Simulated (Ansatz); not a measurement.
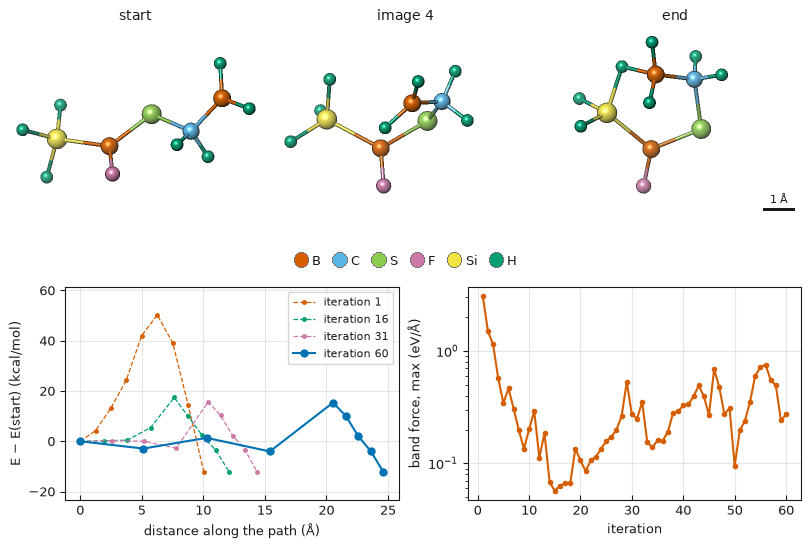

A nudged-elastic-band calculation for CH₇B₂FSSi. Images are numbered from 0 (start) to 8 (end). The plot follows the band through its iterations. Style: ball-and-stick. Shown at a tilt.

Theory: RKS PBE0-D4/def2-SVP in Ansatz 0.2.0. Run with 7 movable images; climbing image; force threshold 0.03 eV/Å; iteration limit 60; starting path by image-dependent pair potential.

**How did the profile develop, and is the result final?**

The result isn't final. The band hadn't converged when the run stopped after 60 iterations. The largest component of the band force went from 3.1 to 0.27 eV/Å. The barrier read from it is provisional, though the highest image hardly moved in the last two iterations. The first iteration put the highest image at 50.3 kcal/mol. Relative to the start the highest point is image 4 at +15.4 kcal/mol and the end lies at −12.2 kcal/mol, but the profile dips to −4.0 kcal/mol at image 3 on the way, so there may be more than one step; on an unconverged band the side maxima are provisional.

Cost: 28 min on 2 threads of Arm Neoverse V1 (shared host), peak memory 0.34 GiB.
